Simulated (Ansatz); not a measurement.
CH₅GeNO₂: single-point calculation

The run: single-point calculation of CH₅GeNO₂. Method and program: RKS wB97X-V/def2-TZVPP (Ansatz 0.2.0).

The geometry comes from this level: PBE0-D4/def2-TZVP.

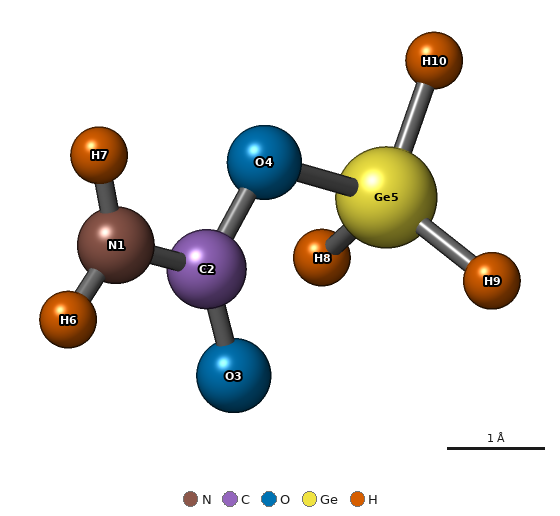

**Figure 1.** The structure (ball-and-stick view, seen at a tilt; atoms are numbered from 1 in the order of the input). Sticks mark near contacts. Bond lengths as drawn: C–N 1.35 Å, C–O 1.22 to 1.33 Å, Ge–H 1.53 to 1.54 Å, Ge–O 1.83 Å and H–N 1.00 Å.

The input
```yaml
crystal:
  periodic: [false, false, false]
  atoms:
    - {symbol: N, position_ang: [-0.629640, 1.167764, -1.614927]}
    - {symbol: C, position_ang: [-0.514956, 0.258745, -0.623589]}
    - {symbol: O, position_ang: [-1.352678, -0.580598, -0.357789]}
    - {symbol: O, position_ang: [0.632314, 0.373094, 0.046465]}
    - {symbol: Ge, position_ang: [0.765683, -0.872288, 1.378454]}
    - {symbol: H, position_ang: [-1.466328, 1.173239, -2.165890]}
    - {symbol: H, position_ang: [0.089544, 1.847127, -1.772812]}
    - {symbol: H, position_ang: [0.766240, -2.272583, 0.765358]}
    - {symbol: H, position_ang: [-0.348983, -0.644340, 2.399409]}
    - {symbol: H, position_ang: [2.141904, -0.501358, 1.948322]}
basis:
  gaussian: {orbitals: def2-TZVPP}
hamiltonian: {xc: {name: wB97X-V}}
output: {orbitals: {seedname: orbitals}}
```

Run on 4 threads of Oxide Virtual Turin-like, 27 GiB of memory available, shared host.

What the program printed
```
Functional definition: wB97X-V
  name "wB97X-V"
  cite "Mardirossian & Head-Gordon, Phys. Chem. Chem. Phys. 16, 9904 (2014) doi:10.1039/C3CP54374A"
  cite "Becke, J. Chem. Phys. 107, 8554 (1997) doi:10.1063/1.475007"
  cite "Vydrov & Van Voorhis, J. Chem. Phys. 133, 244103 (2010) doi:10.1063/1.3521275"
  parameter omega = 0.3/bohr
  parameter cx = 0.167
  parameter cx1 = 0.603
  parameter cx2 = 1.194
  parameter css0 = 0.556
  parameter css1 = -0.257
  parameter cos0 = 1.219
  parameter cos1 = -1.850
  parameter b = 6.0
  parameter c = 0.01
  exchange = spin_sum(e_x_unif_sr(omega)*poly(b97_u_x, 1 - cx, cx1, cx2)) + cx*exact_x_sr(omega) + exact_x_lr(omega)
  correlation = spin_sum(e_c_pw_same_spin*poly(b97_u_same, css0, css1))
      + integral(e_c_pw_opposite_spin*poly(b97_u_opposite, cos0, cos1)) + vv10(b, c)
1321 factors; their error is unknown
288 factors; integrals over basis functions are off by at most 6.5e-6 eV
mean field evaluation 1: about -63210.9082 eV, gradient 6.4e1 eV
mean field evaluation 2: about -63211.2861 eV, gradient 6.6e1 eV
mean field evaluation 4: about -63217.3663 eV, gradient 2.9e0 eV
mean field evaluation 8: about -63217.3866 eV, gradient 7.0e-2 eV
mean field evaluation 16: about -63217.5737 eV, gradient 6.8e-5 eV
mean field -63217.57368147 eV, -2323.2029823837 hartree, gradient 6.8e-5 eV, S^2 0.000000; 0 other end points of the search recorded, 0 dependent functions left out
reference -63217.57367956 eV, -2323.2029823132 hartree; 33, 33 occupied and 209, 209 virtual orbitals, 1321 factors
Total energy: -63217.57367956 eV, -2323.2029823132 hartree
```

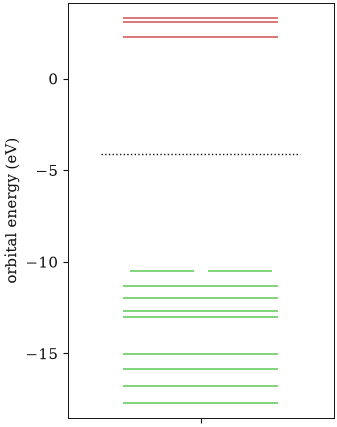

**Figure 2.** Orbital energies near the frontier; the dotted line parts filled from empty levels, and levels within 0.02 eV of each other stand side by side. Highest filled −10.50 eV, lowest empty 2.25 eV, 12.75 eV apart.

Summary

| quantity | value |
| --- | --- |
| outcome | converged |
| total energy | −63217.5737 eV |
| SCF solution under orbital rotations | stable |
| HOMO | −10.50 eV |
| LUMO | 2.25 eV |
| wall time | 6 s (CPU time 20 s) |
| peak memory | 0.77 GiB |
